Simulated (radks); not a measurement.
Atomic dysprosium (Dy); electrons: [Xe] 4f10 6s2. It is put inside a hard spherical wall of varying radius. Theory: scalar-relativistic Kohn-Sham, PBE, spin-unpolarised, spherical densities, point nucleus (computed with the in-house radial solver radks). Wanted, and plotted below: the outer orbital energies.

The levels rise as the wall closes in: 4f goes from −3.11 eV at 20 bohr to 16.5 eV at 3 bohr and passes zero between 6 and 5 bohr. On compression 5d drops below 6s between 5 and 4 bohr and 4f drops below 6s between 6 and 5 bohr; in each crossing pair the level of higher l rises less. The fastest to rise is 7s (by 144.5 eV), the slowest 5p (by 17.2 eV): the wall presses hardest on the most extended orbitals.

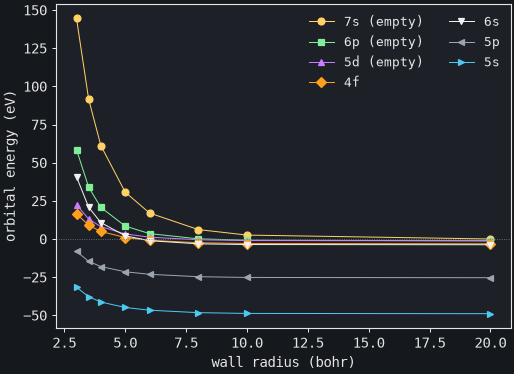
